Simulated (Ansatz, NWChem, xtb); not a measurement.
**How methods differ on GeH3O (SMILES [OH][GeH2])**

GeH3O: 5 atoms, total charge 0, spin state doublet. SMILES: `[OH][GeH2]`. The coordinates come from a PBE0-D4/def2-TZVP relaxation. This is one conformer, not always the lowest.

```xyz
5

O     0.3555   -1.0758    0.4607
Ge   -0.5201    0.4161    0.0177
H     1.0974   -0.9076    1.0465
H    -1.3968   -0.0144   -1.1803
H     0.5139    1.5080   -0.3859
```

Quantity: the dipole moment, in D. The values are calculated.

| level | kind | program | value (D) |
| --- | --- | --- | --- |
| GFN2-xTB | semi-empirical | xtb | 1.49 |
| GFN0-xTB | semi-empirical | xtb | 1.57 |
| GFN1-xTB | semi-empirical | xtb | 2.17 |
| UHF/STO-3G | Hartree–Fock | Ansatz | 1.64 |
| UHF/3-21G | Hartree–Fock | Ansatz | 2.17 |
| UHF/def2-SVP | Hartree–Fock | Ansatz | 1.78 |
| USVWN-RPA/SBKJC-VDZ (core potential) | LDA | NWChem | 1.93 |
| UB3LYP/6-31G* (spherical functions) | global hybrid | Ansatz | 1.46 |
| UB3LYP/6-31G* (Cartesian functions) | global hybrid | Ansatz | 1.47 |
| UPBE0/pcseg-1 | global hybrid | Ansatz | 1.47 |

All-electron rows without a relativistic Hamiltonian named are non-relativistic, while core potentials hold scalar relativity, so basis and relativity change together. The values span 1.46 to 2.17 D. Sets without polarisation functions give poor dipoles.

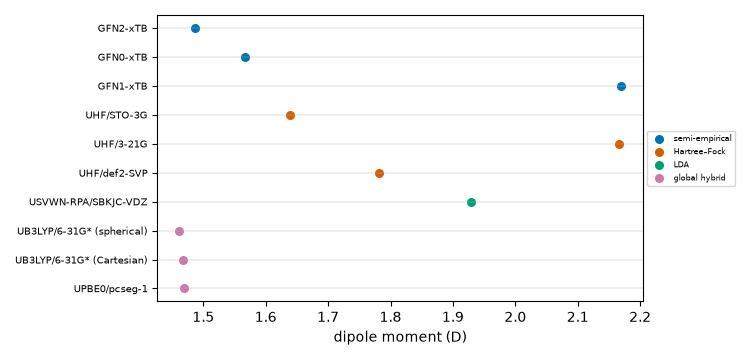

The values of the table, level by level.
